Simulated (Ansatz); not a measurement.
# H2LiSb (triplet): what the fields show

```json
{"atom": "Li", "x (Å)": "-1.1553", "y (Å)": "-1.1976", "z (Å)": "0.1261"}
{"atom": "Sb", "x (Å)": "1.2789", "y (Å)": "0.1172", "z (Å)": "-0.1872"}
{"atom": "H", "x (Å)": "-0.0829", "y (Å)": "-1.1552", "z (Å)": "1.3667"}
{"atom": "H", "x (Å)": "-0.1982", "y (Å)": "-0.2426", "z (Å)": "-1.1217"}
```

Geometry: PBE0-D3(BJ)/def2-SVP; core potentials replace the inner electrons of Sb.

The calculation used isolated molecule in a Gaussian basis; Kohn-Sham density functional theory, functional PBE0 in Ansatz.

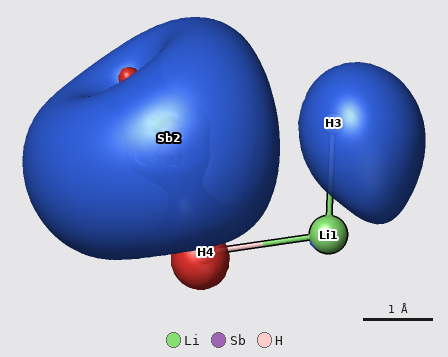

Figure 1. Isosurfaces of the spin density at +0.015 (blue) and −0.015 e/Å³ (red), seen at a tilt.

Where is the unpaired spin?

Answer. The unpaired spin (2 electrons) lies mostly on Sb2 (about 1.6), H3 (about 0.2) and Li1 (about 0.2), in electrons by Hirshfeld's partition.

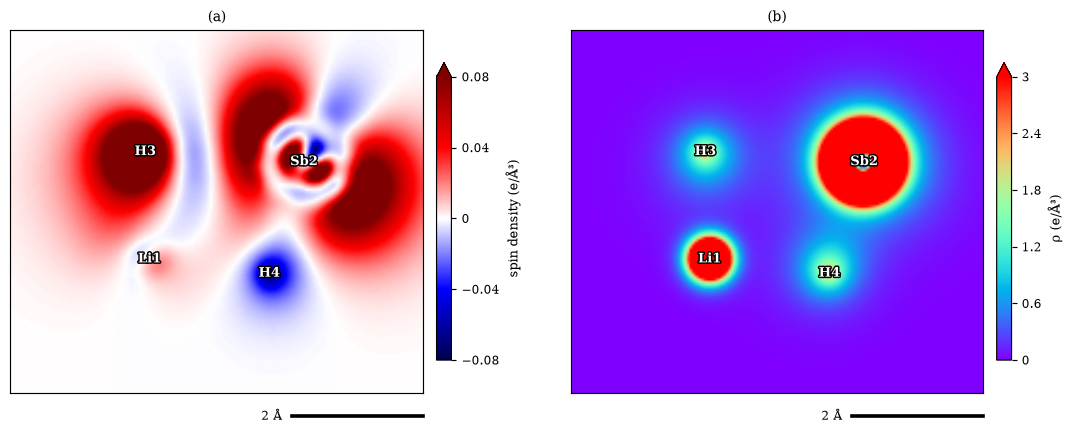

Figure 2. (a) spin density; (b) electron density on the molecular plane.

Interpret the plot.

Answer. The plane passes through Li, Sb and H nuclei. Li–H (1.64 Å): ρ at the midpoint is about 0.25 e/Å³. Sb–H (1.78 Å): ρ at the midpoint is about 0.91 e/Å³.

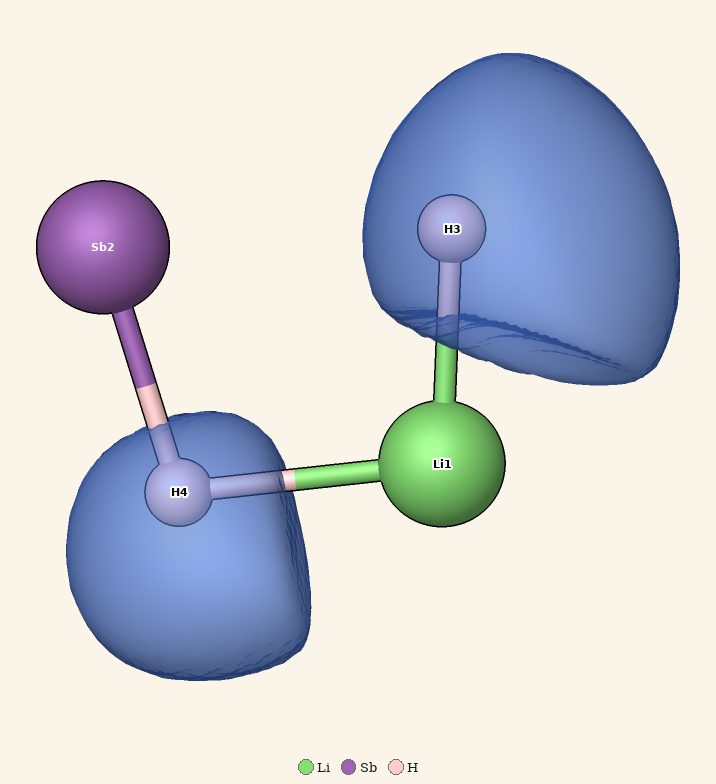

Figure 3. Isosurface of the electron localisation function at 0.9 (blue), seen across its widest extent. Only the valence region is drawn (cores and ρ < 0.01 e/Å³ removed).

Describe the localisation domains.

Answer. The surface consists of two regions around hydrogen nuclei.


Li–H (1.64 Å): the ELF climbs to about 1 towards the hydrogen. Sb–H (1.78 Å): the ELF climbs to about 1 towards the hydrogen.
